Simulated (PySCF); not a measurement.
# WOF2: structure of the singlet

Aim: relax WOF2 as a singlet from a trigonal pyramidal start, check by its vibrations whether the end is a minimum, and collect its spectrum and constants.

Program: PySCF 2.14.0. Level of theory: PBE0, basis W def2-TZVP with ECP60, O def2-TZVP, F def2-TZVP, scalar-relativistic core potentials, no spin–orbit coupling, density fitting. These are calculated values, not measurements.

**1. The system as given**

4 atoms, charge 0, spin multiplicity 1.

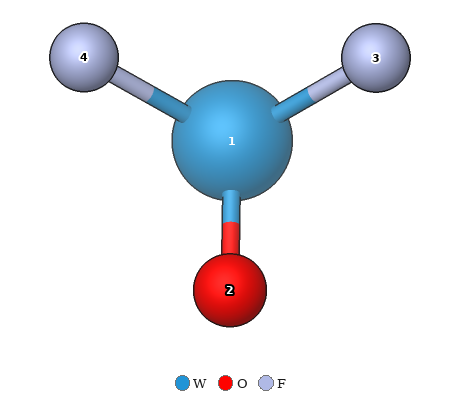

Start geometry, drawn with tungsten blue, oxygen red, fluorine light blue; atoms are numbered from 1 in the order of the file.

```xyz
4
charge 0 multiplicity 1
W    -0.2057    0.0410    0.0000
O     0.0000   -1.7170    0.0000
F     0.9960    0.5244   -1.5370
F     0.9960    0.5244    1.5370
```

**2. The SCF at the typed geometry**

The steps below are one call of a driver around PySCF. For each, scf.py gives the equivalent set-up of the SCF; relaxations use the driver's own optimiser. After this first run the driver tries any further starts and a stability analysis.

The input, scf.py:

```python
from pyscf import gto, scf, dft
mol = gto.M(atom='''
W     -0.205730     0.040980    -0.000010
O      0.000000    -1.717010    -0.000000
F      0.995960     0.524390    -1.536950
F      0.996000     0.524410     1.537000''',
    basis={'W': 'def2-TZVP', 'O': 'def2-TZVP', 'F': 'def2-TZVP'},
    ecp={'W': 'def2-TZVP'},
    charge=0, spin=0)
mf = dft.RKS(mol, xc='PBE0')
mf.grids.atom_grid = (50, 194)
aux = {'W': 'def2-universal-JKFIT', 'O': 'def2-universal-JKFIT', 'F': 'def2-universal-JKFIT'}
mf = mf.density_fit(auxbasis=aux)
mf.conv_tol = 1e-08
mf.diis_space = 10
mf.max_cycle = 60
mf.init_guess = 'minao'
mf.verbose = 4
mf.kernel()
```

Started as:

```console
$ OMP_NUM_THREADS=4 python axn.py task.json out
```

Log, shortened:

```text
[... the frontier levels of the middle cycles are left out ...]
init E= -321.922955739574
  HOMO = -0.269481718252634  LUMO = -0.246594521188291  gap/eV = 0.62279
cycle= 1 E= -341.264372648957  delta_E= -19.3  |g|= 1.71  |ddm|= 7.78
  HOMO = -0.227665308719411  LUMO = -0.193611801396419  gap/eV = 0.92664
cycle= 2 E= -331.015071862635  delta_E= 10.2  |g|= 6.54  |ddm|= 4.82
  HOMO = -0.196867018853986  LUMO = -0.107562185976888  gap/eV = 2.43011
cycle= 3 E= -341.837500112209  delta_E= -10.8  |g|= 0.446  |ddm|= 4.12
cycle= 4 E= -341.739927159509  delta_E= 0.0976  |g|= 0.832  |ddm|= 0.62
cycle= 5 E= -341.866439329963  delta_E= -0.127  |g|= 0.142  |ddm|= 0.404
cycle= 6 E= -341.86885131848  delta_E= -0.00241  |g|=  0.1  |ddm|= 0.107
cycle= 7 E= -341.870697606808  delta_E= -0.00185  |g|= 0.028  |ddm|= 0.0423
cycle= 8 E= -341.870867752654  delta_E= -0.00017  |g|= 0.00534  |ddm|= 0.0271
cycle= 9 E= -341.870877002327  delta_E= -9.25e-06  |g|= 0.00146  |ddm|= 0.00736
cycle= 10 E= -341.870878720889  delta_E= -1.72e-06  |g|= 0.00105  |ddm|= 0.00507
cycle= 11 E= -341.870879149765  delta_E= -4.29e-07  |g|= 0.000357  |ddm|= 0.00226
cycle= 12 E= -341.870879221784  delta_E= -7.2e-08  |g|= 7.82e-05  |ddm|= 0.00116
cycle= 13 E= -341.870879228265  delta_E= -6.48e-09  |g|= 2.02e-05  |ddm|= 0.000324
  HOMO = -0.239257594828661  LUMO = -0.137172791966548  gap/eV = 2.77787
Extra cycle  E= -341.87087922865  delta_E= -3.85e-10  |g|= 3.4e-05  |ddm|= 8.4e-05
converged SCF energy = -341.87087922865
```

This step, with its further starts and checks, needed 10 s of wall time on 4 threads of Arm Neoverse V2, shared host.

The starts that the driver tried:

| start | energy (Eh) |
| --- | --- |
| the minimal-basis guess | -341.870879 |
| a thermally smeared density | -341.870879 |
| a smeared PBE density | -341.870879 |

No lower closed-shell solution turned up from the other starts or in the test of internal stability.

**3. Trigonal pyramidal start, singlet: relaxation**

The program finds Cs symmetry in the start, which this walk keeps. The walk stops when the largest gradient is under 0.0003 Eh/bohr and the energy has settled too.

Edit scf.py of step 2 so:

```diff
@@ -3,4 +3,4 @@
-W     -0.205730     0.040980    -0.000010
-O      0.000000    -1.717010    -0.000000
-F      0.995960     0.524390    -1.536950
-F      0.996000     0.524410     1.537000''',
+W     -0.205729     0.040978     0.000000
+O      0.000001    -1.717012     0.000001
+F      0.995980     0.524397    -1.536976
+F      0.995981     0.524400     1.536974''',
@@ -17 +16,0 @@
-mf.init_guess = 'minao'
```

Energy and gradient, step by step:

| step | energy (Eh) | change (kJ/mol) | largest symmetric gradient (Eh/bohr) |
| --- | --- | --- | --- |
| 0 | -341.870879 | 0.00 | 0.14733 |
| 1 | -341.935206 | -168.89 | 0.07827 |
| 2 | -341.957765 | -228.12 | 0.07256 |
| 3 | -341.964795 | -246.57 | 0.03217 |
| 4 | -341.965742 | -249.06 | 0.04191 |
| 5 | -341.968215 | -255.56 | 0.00726 |
| 6 | -341.968456 | -256.19 | 0.00484 |
| 7 | -341.968552 | -256.44 | 0.00194 |
| 8 | -341.968576 | -256.50 | 0.00055 |
| 9 | -341.968576 | -256.50 | 0.00009 |

The walk took 20 s.

Positions (Å) and forces (eV/Å) along the way:

```
step 0
W   -0.206   0.041   0.000   7.576  -5.150   0.000
O    0.000  -1.717   0.000  -1.916   5.581   0.000
F    0.996   0.524  -1.537  -2.830  -0.216   2.026
F    0.996   0.524   1.537  -2.830  -0.216  -2.025
step 1
W   -0.007  -0.032   0.000   4.025   1.867   0.000
O   -0.063  -1.674   0.000  -0.890  -1.429   0.000
F    0.928   0.540  -1.540  -1.567  -0.219   0.785
F    0.928   0.540   1.540  -1.567  -0.219  -0.785
step 5
W    0.441  -0.073   0.000   0.025  -0.306   0.000
O   -0.171  -1.631   0.000   0.103   0.375   0.000
F    0.758   0.539  -1.707  -0.064  -0.035   0.342
F    0.758   0.539   1.707  -0.064  -0.035  -0.342
step 9
W    0.468  -0.106   0.000   0.003   0.005   0.000
O   -0.188  -1.641   0.000   0.002  -0.001   0.000
F    0.753   0.560  -1.682  -0.003  -0.002   0.003
F    0.753   0.560   1.682  -0.003  -0.002  -0.003
```

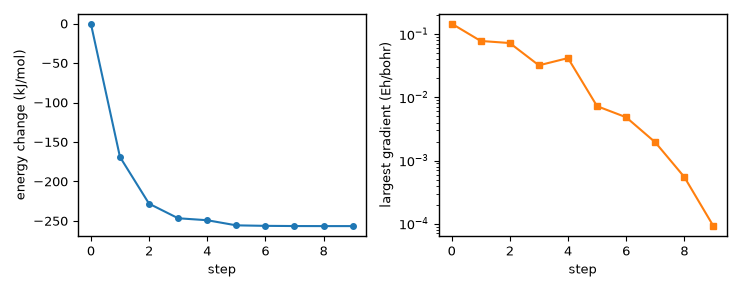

How energy and gradient fall.

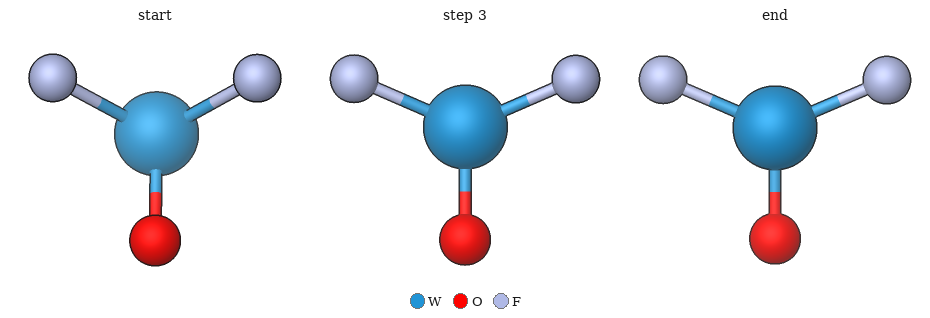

Start and end of the relaxation, with a step between.

After 9 steps and 256.5 kJ/mol it ends at C2v: W–F 1.831 Å (×2), W–O 1.670 Å; F–W–F 133.4°, F–W–O 113.3° (×2).

**4. Is it a minimum? Harmonic modes**

On the finer grid the gradient is checked again; gradients at displacements of ±0.02 bohr then give force constants and infrared intensities.

Edit scf.py of step 3 so:

```diff
@@ -3,4 +3,4 @@
-W     -0.205729     0.040978     0.000000
-O      0.000001    -1.717012     0.000001
-F      0.995980     0.524397    -1.536976
-F      0.995981     0.524400     1.536974''',
+W     -0.001225    -0.002865     0.000000
+O     -0.657445    -1.538383     0.000002
+F      0.283044     0.662307    -1.682086
+F      0.283045     0.662310     1.682085''',
@@ -11 +11 @@
-mf.grids.atom_grid = (50, 194)
+mf.grids.atom_grid = (75, 302)
@@ -14 +14 @@
-mf.conv_tol = 1e-08
+mf.conv_tol = 1e-10
```

The driver hands on the density of the step before, so the log starts near convergence.

SCF at the final geometry:

```text
init E= -341.968740742976
  HOMO = -0.252223279100178  LUMO = -0.121506099662465  gap/eV = 3.55700
cycle= 1 E= -341.968740742943  delta_E= 3.26e-11  |g|= 1.58e-05  |ddm|= 1.19e-05
  HOMO = -0.252220967141966  LUMO = -0.121503961925455  gap/eV = 3.55699
cycle= 2 E= -341.96874074268  delta_E= 2.63e-10  |g|= 4.1e-05  |ddm|= 3.01e-05
  HOMO = -0.252222722732832  LUMO = -0.121505757277045  gap/eV = 3.55699
cycle= 3 E= -341.968740742974  delta_E= -2.95e-10  |g|= 6.33e-06  |ddm|= 2.31e-05
  HOMO = -0.252222696266966  LUMO = -0.12150563361358  gap/eV = 3.55699
cycle= 4 E= -341.968740742981  delta_E= -6.08e-12  |g|= 5.35e-07  |ddm|= 2.9e-06
  HOMO = -0.252222638082653  LUMO = -0.121505573727774  gap/eV = 3.55699
Extra cycle  E= -341.968740742979  delta_E= 1.53e-12  |g|= 9.42e-07  |ddm|= 8.46e-07
converged SCF energy = -341.968740742979
```

The whole step took 37 s.

Geometry: C2v; W–F 1.831 Å (×2), W–O 1.670 Å; F–W–F 133.5°, F–W–O 113.3° (×2).

Harmonic modes (main isotopes):

| symmetry | ω (cm⁻¹) | IR (km/mol) |
| --- | --- | --- |
| b1 | 131 | 2.9 |
| a1 | 175 | 3.3 |
| b2 | 274 | 3.3 |
| a1 | 718 | 46.1 |
| b2 | 737 | 153 |
| a1 | 1100 | 118 |

No imaginary mode, so this is a minimum.

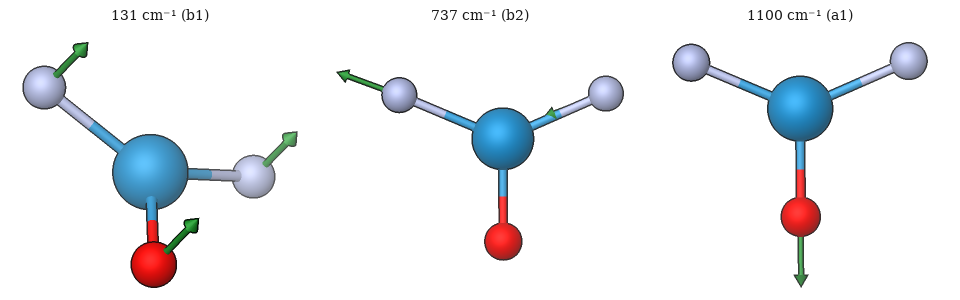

Displacements of 3 of the modes, as arrows (one member where a mode is degenerate).

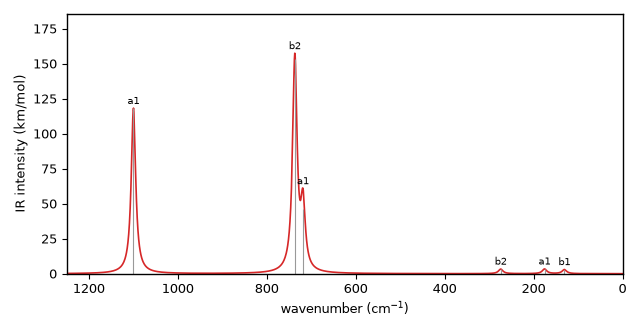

The harmonic infrared spectrum (widths in cm⁻¹). Lines are broadened to a width of 12 cm⁻¹ (Lorentzian).

Constants and moments:

| Item | Value |
| --- | --- |
| Dipole moment | 1.45 D |
| Highest occupied level | -6.86 eV |
| Lowest empty level | -3.31 eV |
| Rotational constants | 0.2614, 0.1568, 0.09802 cm⁻¹ |
| Zero-point energy | 18.8 kJ/mol |
| Principal polarisabilities | 36.5, 42.8, 47.9 bohr³ |
| Atomisation energy without zero-point energy | 1806 kJ/mol |
| Principal traceless quadrupole moments about the centre of mass | -1.95, -0.11, 2.06 D Å |
| Entropy at 298.15 K and 1 bar | 309.4 J/(mol K) |
| Heat capacity Cp at 298.15 K | 64.0 J/(mol K) |
| Enthalpy at 298.15 K above 0 K | 15.06 kJ/mol |
| Rotational symmetry number | 2 |

Populations by atom (charges in e):

```csv
atom,Mulliken,Löwdin,polar tensor,Mayer order to W1
W1,1.15,0.66,1.63,–
O2,-0.42,-0.25,-0.63,2.25
"F3,4",-0.36,-0.21,-0.50,1.05
```

Outer orbital energies (eV). occupied: -13.91, -13.84, -13.45, -13.29, -11.70, -11.55, -11.05, -6.86; empty: -3.31, -2.52, -0.63, -0.56.

Mulliken populations on W1 (outside its core potential): s 2.93, p 6.25, d 3.52, f 0.15.

**5. Stability of the closed shell**

At the lowest minimum the closed shell is tested against spin polarisation, on the (50, 194) grid. It is stable.

**6. Results**

| quantity | value |
| --- | --- |
| minimum | singlet, C2v |
| geometry | W–F 1.831 Å (×2), W–O 1.670 Å; F–W–F 133.5°, F–W–O 113.3° (×2) |
| wavenumbers (cm⁻¹) | 131 (b1), 175 (a1), 274 (b2), 718 (a1), 737 (b2), 1100 (a1) |
| dipole moment | 1.45 D |
| highest occupied, lowest empty level | -6.86, -3.31 eV |
| polar-tensor charge of W1 | +1.63 e |
| zero-point energy | 18.8 kJ/mol |
| entropy at 298.15 K | 309.4 J/(mol K) |
| atomisation energy (no zero-point energy) | 1806 kJ/mol |

In words: From Cs at the start the molecule goes to a C2v minimum. In the infrared the band at 737 cm⁻¹ (b2, stretch) leads. Other starts or spin states, not run here, may lie lower. Spin–orbit coupling, left out here, can matter for elements this heavy.

The search up to here needed 71 s of wall time on 4 threads of Arm Neoverse V2, shared host.
